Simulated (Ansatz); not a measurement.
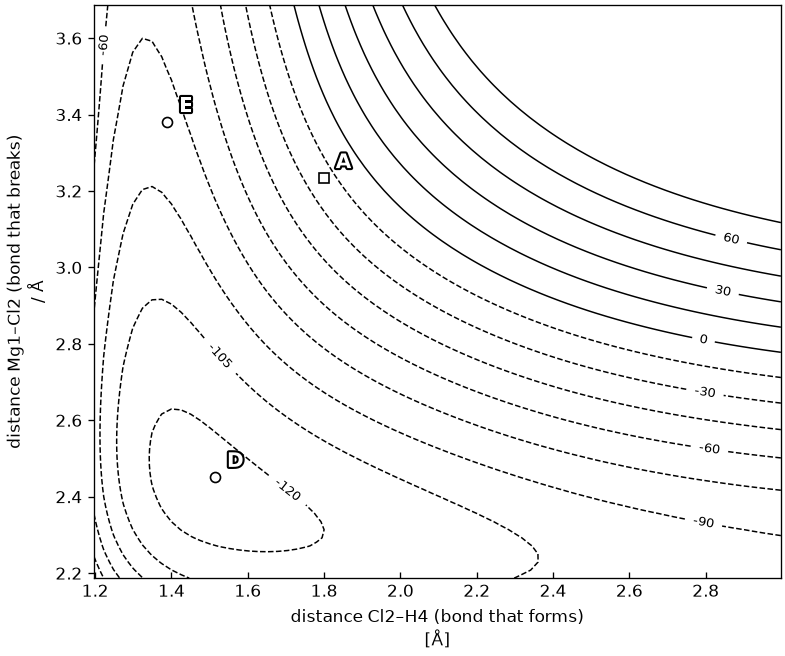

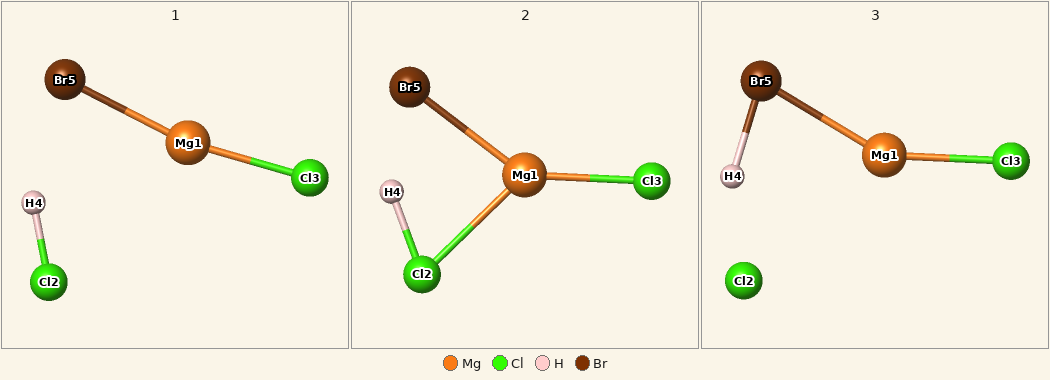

The reacting system BrCl2HMg (fragments BrCl₂HMg where the first distance is long, BrClMg + ClH where the second is long). First axis: distance Cl2–H4 (bond that forms). Second axis: distance Mg1–Cl2 (bond that breaks). Relaxed at each point: all other coordinates. The scan uses a 13 × 13 grid. Points are written as (first, second). All energies are given in kJ/mol relative to a guessed transition structure relaxed with its forming and breaking bonds held. The reference is spin-restricted, so regions where a bond is pulled apart into radicals lie too high. The calculation used RKS SPW92 (LDA)/def2-SVP (Ansatz).

In the figure: contour lines labelled in kJ/mol (none above 75), lettered points. Between grid points the surface is interpolated. The numbered pictures are the structures at these points, in random order.

Which structure belongs to which point?

A is structure 3: (1.800 Å, 3.234 Å), −20 kJ/mol; D is structure 2: (1.515 Å, 2.452 Å), −125 kJ/mol; E is structure 1: (1.389 Å, 3.381 Å), −81 kJ/mol.
